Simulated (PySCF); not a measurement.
## Electronic structure of C2H4Si (ethynylsilane) in real space

The calculation's input:

```
{"job": {"kind": "sp", "xc": "wB97X", "basis": "def2-TZVP", "d3": "d3bj", "grid": 2}, "charge": 0, "multiplicity": 1}
C      1.964733    -0.104413    -0.082987
C      0.756322    -0.040172     0.043298
Si    -1.064974     0.059310     0.232640
H      3.033323    -0.160945    -0.194497
H     -1.668501     0.580176    -1.028227
H     -1.609997    -1.299058     0.520918
H     -1.398446     0.978109     1.359570
```

Run with:

```sh
OMP_NUM_THREADS=1 python redox_run.py task.json out
```

Geometry: PBE0-D3(BJ)/def2-SVP.

All numbers below come from DFT single point, gas phase, functional wB97X (PySCF 2.14.0, density-fitted response routines).

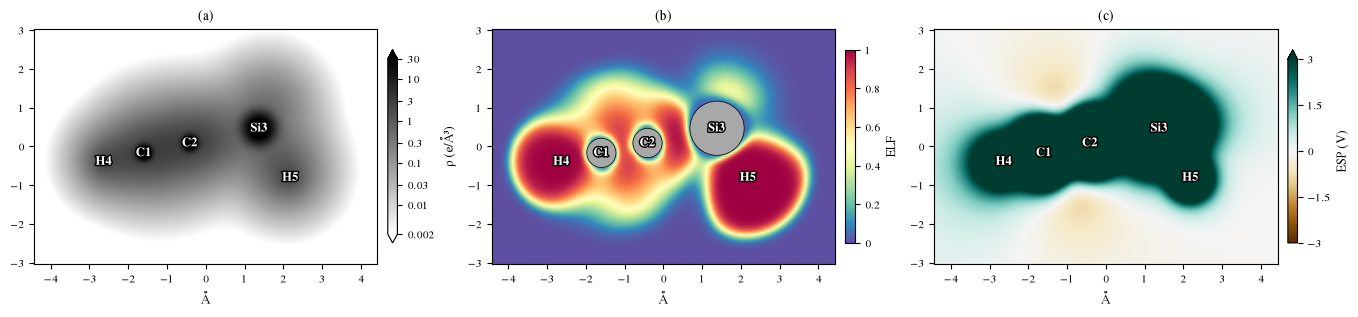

Figure 1. (a) total electron density; (b) electron localisation function; (c) molecular electrostatic potential on the plane of atoms C2, Si3 and H5. Grey discs cover the atomic cores in the ELF map.

Q: What do the fields say about this system?

A:
- The plane passes through C, Si and H nuclei.
- C–C (1.22 Å): ρ at the midpoint is about 2.8 e/Å³; the ELF peaks at about 0.85 between the atoms (a short, multiple covalent bond).
- C–Si (1.83 Å): ρ is about 0.98 e/Å³ halfway; the ELF peaks at about 0.95 between the atoms, as expected for localised, covalent bonding.
- C–H (1.08 Å): ρ is about 2.1 e/Å³ halfway; the ELF climbs to about 1 towards the hydrogen, as it does in any bond to H (a covalent bond by its length).
- Si–H (1.49 Å): ρ at the midpoint is about 0.81 e/Å³; the ELF climbs to about 1 towards the hydrogen.
- Outside the dense part of the molecule the potential is most negative (−0.8 V) near C2.

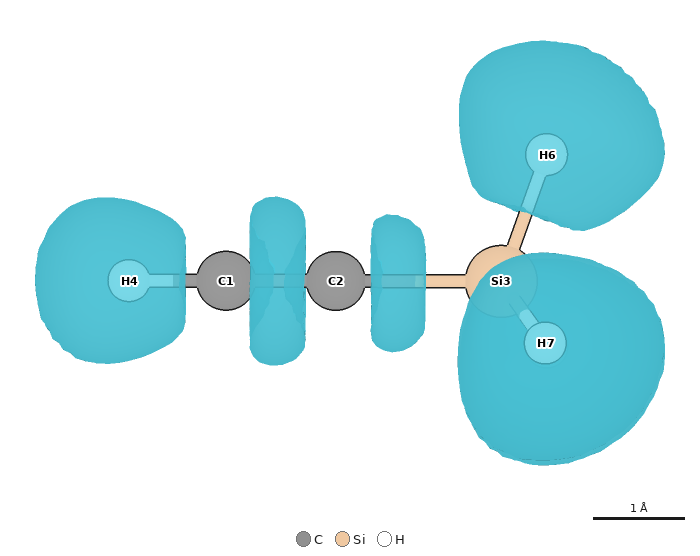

Figure 2. Isosurface of the ELF at 0.8 (cyan), seen at a tilt. Only the valence region is drawn (cores and ρ < 0.01 e/Å³ removed).

Q: Identify the bonds, lone pairs and shells in this picture.

A: At this value the surface marks out one region between bonded C–C atoms (shared pairs), one region between bonded C–Si atoms (shared pairs) and four regions around hydrogen nuclei.

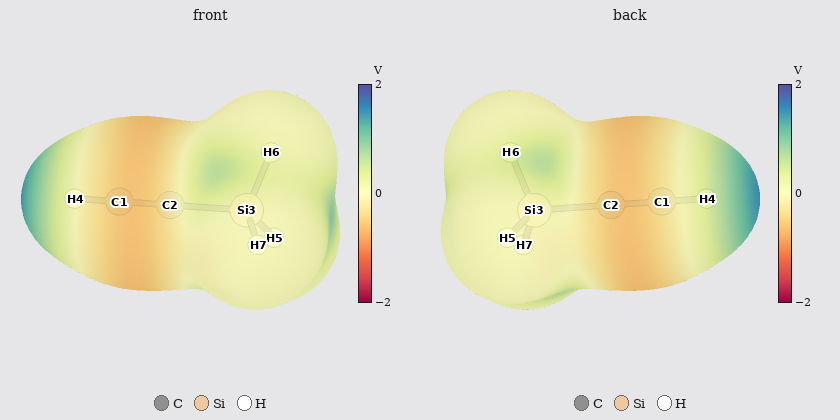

Figure 3. The molecular electrostatic potential painted on the density surface at 0.001 e/bohr³, seen from the front and from behind; red is negative and blue positive.

Q: Which sites attract a positive test charge, and which a negative one?

A: A positive charge is drawn to the negative regions and a negative charge to the positive ones. The most negative region (about −0.6 V, or −14 kcal/mol for a unit charge) lies over C1 and C2, the most positive (about +1.5 V, or +35 kcal/mol for a unit charge) over H4.

Q: What dipole moment does the calculation give?

A: Its dipole moment is 0.43 D.
